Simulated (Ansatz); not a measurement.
Consider MoSeO (2H monolayer (Janus)).

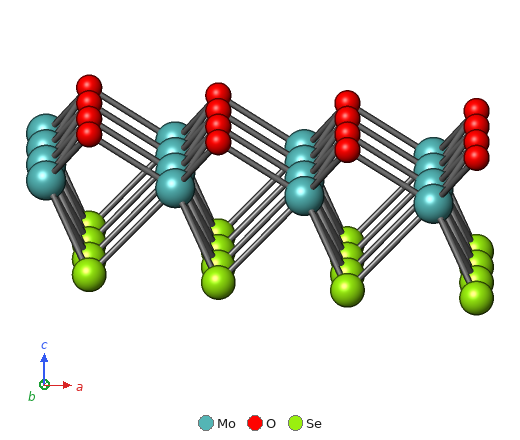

The structure (molybdenum teal, oxygen red, selenium green). 4×4×1 cells are drawn.

The cell holds 3 atoms: 1 Mo, 1 O and 1 Se. Its edges and angles: a = 3.009 Å, b = 3.009 Å, c = 28.900 Å, α = 90.0°, β = 90.0°, γ = 120.0°. Vacuum lies along c.

```xyz
3
Lattice="3.0092 0.0000 0.0000 -1.5046 2.6061 0.0000 0.0000 0.0000 28.9000" Properties=species:S:1:pos:R:3
Mo    0.0000    1.7374   14.7825
O     1.5046    0.8687   15.8734
Se    1.5046    0.8687   13.0266
```

The structure was relaxed with LDA. The runs that relaxed it are not among those shown.

Gaps computed with Ansatz 0.2.0 without a self-energy: LDA 0.88 eV, LDA+SOC 0.86 eV and r2SCAN 1.00 eV.

Q: Estimate the G0W0@LDA gap with 6×6×1 mesh, 439 empty bands, screening to 90 eV, PAW set soft_1 files.

About 1.65 eV: on its mesh the run moves the gap from 0.88 eV by +0.77 eV. Among the scalar-relativistic levels given, r2SCAN is nearest (−0.65 eV). Bands and cutoff are finite, so the gap is not at the basis limit. The miss can reach some tenths of an eV and take either sign; the mesh is an error of its own. The mesh in the plane is coarse for a sheet; gap and any exciton binding can still move on denser ones. The many-body steps are scalar-relativistic: spin-orbit coupling is not in them.

[Paths, hosts, dates, memory and timing lines, banners, echoed tables and standing remarks are left out of the program output.]

[Logs are printed without paths, hosts, clocks, repeated set-up lines and the standing remarks that a program may print on its own settings, such as how far it seeks lower states.]

[Runs of the session that timed out or met a known fault of the program may be left out.]

[Cells called generated may have been cut or substituted from an entry of the Crystallography Open Database or the Materials Project.]

[Hosts, paths, dates, database ids (printed as entryN), source tags and the programs' standing remarks are cut or masked in the printed files.]
